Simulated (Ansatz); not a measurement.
# C2H3FGe: the cost of one run

Computed with Ansatz 0.2.0, Gaussian basis. Level: the settings change from run to run.

## 1. The geometry

An earlier PBE0-D4 in a triple-zeta def2 set relaxation fixed the geometry.

SMILES `F[C]1=[CH][GeH2]1`, 7 atoms, charge 0, spin multiplicity 1.

Atoms are counted from 1 here; the program's logs count them from 0.

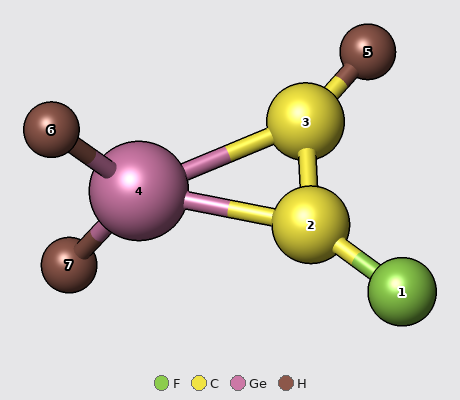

The geometry (fluorine green, carbon yellow, germanium pink, hydrogen brown); atoms are numbered from 1 in the order of the file.

Coordinates:

```xyz
7

F    -0.6154   -2.1574    0.5589
C    -0.1915   -0.9463    0.2436
C     0.9835   -0.3627    0.1399
Ge   -0.4642    0.8559   -0.2704
H     2.0344   -0.5910    0.2555
H    -0.9042    1.9105    0.7513
H    -0.7813    1.2230   -1.7245
```

## 2. B2PLYP/cc-pVTZ-DK

Options: unrestricted orbitals.

File in.yaml:

```yaml
crystal:
  periodic: [false, false, false]
  atoms:
    - {symbol: F, position_ang: [-0.615421, -2.157431, 0.558927]}
    - {symbol: C, position_ang: [-0.191465, -0.946253, 0.243620]}
    - {symbol: C, position_ang: [0.983496, -0.362683, 0.139894]}
    - {symbol: Ge, position_ang: [-0.464185, 0.855934, -0.270406]}
    - {symbol: H, position_ang: [2.034383, -0.590955, 0.255466]}
    - {symbol: H, position_ang: [-0.904218, 1.910526, 0.751318]}
    - {symbol: H, position_ang: [-0.781291, 1.222963, -1.724519]}
basis:
  gaussian: {orbitals: cc-pVTZ-DK}
magnetization: {spin_polarized: true, initial_magnetization: 0}
hamiltonian: {xc: {name: B2PLYP}}
output: {forces: true}
```

Launch:

```console
ansatz run in.yaml --threads 2 --pin off --events-out ev --progress --plain --max-ram 4352MiB
```

Q: Estimate wall time and peak memory on 2 threads of Intel Xeon Platinum 8488C, shared host.

About 15 s, with a peak of 0.92 GiB.
